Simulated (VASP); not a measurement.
Band structure of Si2Ni (space group Fm-3m). All values below come from LDA (Ceperley-Alder, Perdew-Zunger) with spin-orbit coupling, VASP's LDA PAW potentials (set 64) (plane waves; VASP 6.6.1).

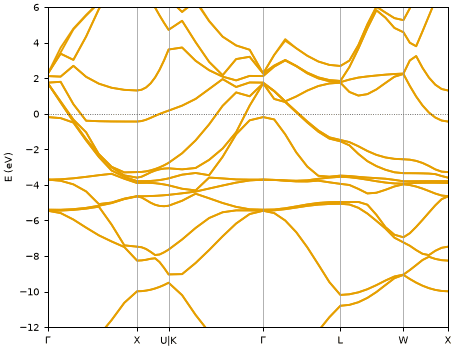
Bands along high-symmetry lines, zero at the valence-band maximum or, without a gap, the Fermi level

Problem. Read the plot: is there a gap, and where are the band edges?

Solution. It has no gap at this level: it comes out as a metal or semimetal.

The structure comes from a computed database's Si2Ni entry (Fm-3m); how it stands against other phases isn't given here. It was relaxed first.
